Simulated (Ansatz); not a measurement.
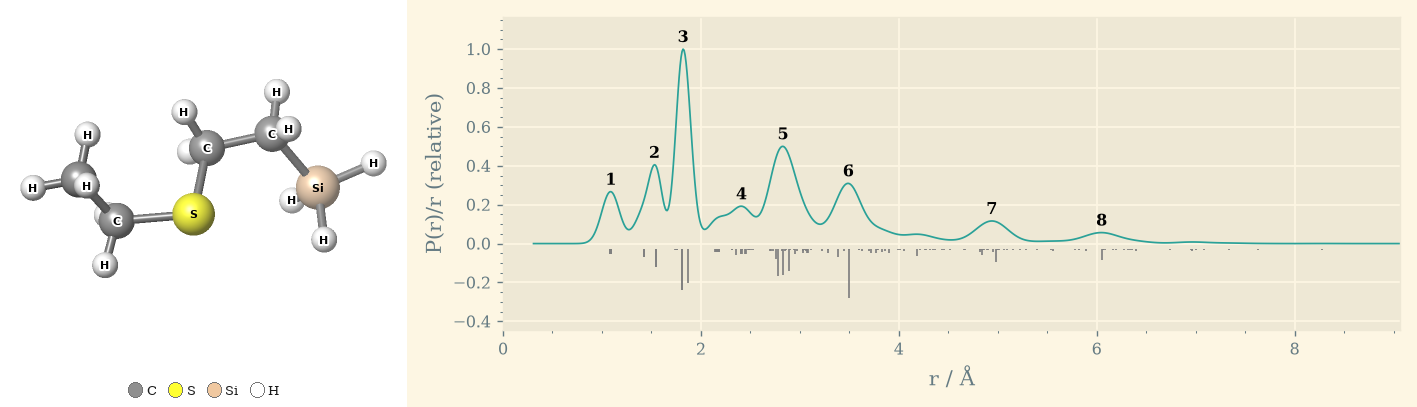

Simulated gas electron diffraction: radial distribution curve of C4H12SSi. Each pair of atoms contributes with weight ZᵢZⱼ/r (bars below the curve); damping constant 0.001 Å²; vibrational amplitudes assumed, not computed: 0.05 Å for bonds, 0.078 Å for bonds to H, 0.06 + 0.015 r up to 0.15 Å for other pairs. The geometry is the end point of an optimisation (RHF/STO-3G in Ansatz 0.2.0); it may be a saddle point or a higher isomer.

Which pairs of atoms lie under the numbered peaks? Mark bonded pairs by – and others by ···.

Peak 1, 1.09 Å: C–H 1.09 Å (×9)
Peak 2, 1.53 Å: Si–H 1.42 Å (×3), C–C 1.54–1.55 Å (×2), not resolved
Peak 3, 1.82 Å: S–C 1.80–1.81 Å (×2), Si–C 1.87 Å, not resolved
Peak 4, 2.41 Å: C···H 2.18–2.19 Å (×2), H···H 2.31–2.52 Å (×12), S···H 2.36–2.41 Å (×4), Si···H 2.45–2.46 Å (×2), not resolved; in its flanks C···H 2.14–2.17 Å
Peak 5, 2.83 Å: C···H 2.70–3.06 Å (×8), C···C 2.75 Å, S···C 2.78–2.83 Å (×2), Si···C 2.90 Å, S···H 2.95–3.08 Å (×3), not resolved
Peak 6, 3.49 Å: S···H 3.28–3.77 Å (×3), C···C 3.39 Å, S···Si 3.50 Å, not resolved
Peak 7, 4.94 Å: S···H 4.82 Å, C···C 4.85 Å, C···H 4.90–5.15 Å (×6), Si···C 4.98 Å, not resolved
Peak 8, 6.05 Å: C···H 5.82–6.36 Å (×4), Si···H 5.89–6.40 Å (×2), Si···C 6.05 Å, not resolved
